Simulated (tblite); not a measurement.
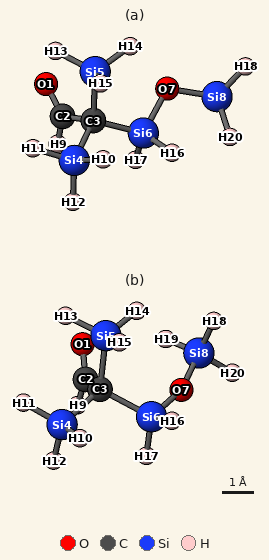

The structure of C2H12O2Si4 before (top) and after (bottom) a relaxation, at one scale.

The picture is a ball-and-stick view, seen at a tilt.

Level of theory: GFN2-xTB geometry optimisation, gas phase in tblite. 

Summarise the run.

Over 195 geometry steps the energy falls by 101.3 kJ/mol. The atom that moves furthest after the best rigid fit is H19 (1.92 Å). By element the largest moves are H 1.92 Å, O 1.30 Å, Si 0.94 Å, C 0.75 Å. Among the contacts that change: Si6–Si8 2.853 → 3.197 Å, O1–Si5 2.871 → 2.636 Å, Si6–O7 1.727 → 1.610 Å, O7–Si8 1.703 → 1.629 Å. Bond angles that change, for instance: Si6–O7–Si8 112.6° → 161.4°, Si4–C3–Si5 104.7° → 115.1°, C2–C3–Si5 110.2° → 101.9°. Groups turn about Si6–O7 by about 170°, O7–Si8 by about 145°, C3–Si5 by about 35°.
